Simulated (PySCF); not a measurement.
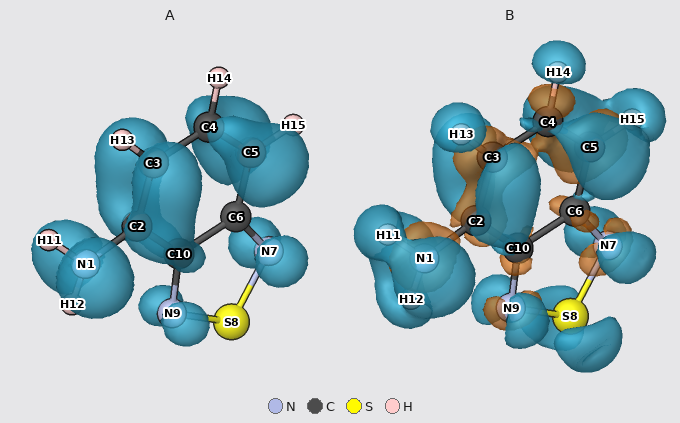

Figure 1: C6H5N3S, SMILES `Nc1cccc2nsnc12`. The Fukui function f⁻ from two separate SCF calculations and the density of the HOMO, at ±0.015 e/Å³ (light blue positive, orange negative).

Method: B3LYP/def2-SVP; geometry: GFN2-xTB; program: PySCF. No frequency check shows the geometry to be a minimum. GFN2-xTB bond lengths at metals and heavier atoms can be off by up to 0.1 Å and shapes distorted, which carries into these values.

Q: Which panel is which, and how good is the frozen-orbital picture?

A: B is f⁻ (it has negative regions), A the HOMO density. The HOMO lies on N1 (21 %), C5 (20 %) and C3 (16 %); f⁻ (Hirshfeld-condensed) is largest on S8 (0.14), N1 (0.13) and C5 (0.13); the vertical ionisation energy is 7.52 eV (the stability of the cation's solution wasn't checked). Relaxation shifts 30 % of the electron between atoms. The orbital energy is −5.56 eV.
